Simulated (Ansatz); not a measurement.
Cost and result by functional for the ionisation potential of the (100) surface of cubic SrTiO3 (a phase of room or higher temperature, not the 0 K ground state) in its 1x1 cell (cut with top plane O + Sr, bottom plane O + Sr), relaxed from an ideal cut (the real face may reconstruct), outermost plane spacing 1.97 Å in the ideal cut (one of several cuts of this face), with 1 Sr, 1 O a cell over the bulk's ratio, in Ansatz (plane waves, PAW). Single points on the PBE structure, on one kind of machine; costs are rough ratios of the slab run's core time (references not counted) to the cheapest single point. r2SCAN's cost holds its higher cutoff (500 against 420 eV). Differences are taken against HSE06 for comparison alone: no measured value is at hand, so the table doesn't rank accuracy. HSE06 ran on a coarser k-mesh, which lowers its cost and carries part of its shift.

Model: 17-atom slab, O10Sr4Ti3, 11.8 Å thick at the start, 7x7x1 mesh, Fermi-Dirac 0.025 eV, dipole correction, all atoms relaxed; symmetry of the start imposed; no spin, no spin-orbit, no U. These notes are the PBE run's.

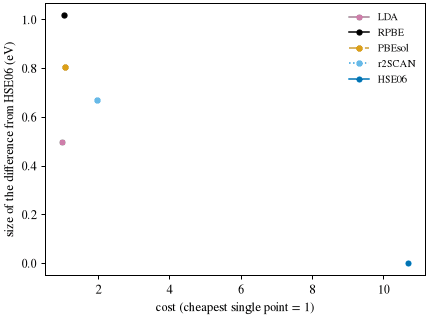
Figure: Difference from HSE06 against cost

| functional | relative cost | ionisation potential (eV) | less HSE06 (eV) |
|---|---|---|---|
| LDA | 1 | 4.38 | -0.50 |
| RPBE | 1 | 3.86 | -1.02 |
| PBEsol | 1 | 4.07 | -0.80 |
| r2SCAN | 2 | 4.20 | -0.67 |
| HSE06 | 10 | 4.88 | 0.00 |
| PBE (the relaxed run's value) | – | 4.01 | -0.86 |

The values span 1.02 eV, while the single points' costs differ by a factor of roughly 10. Differences are of unrounded values.

Ansatz is an electronic-structure program.
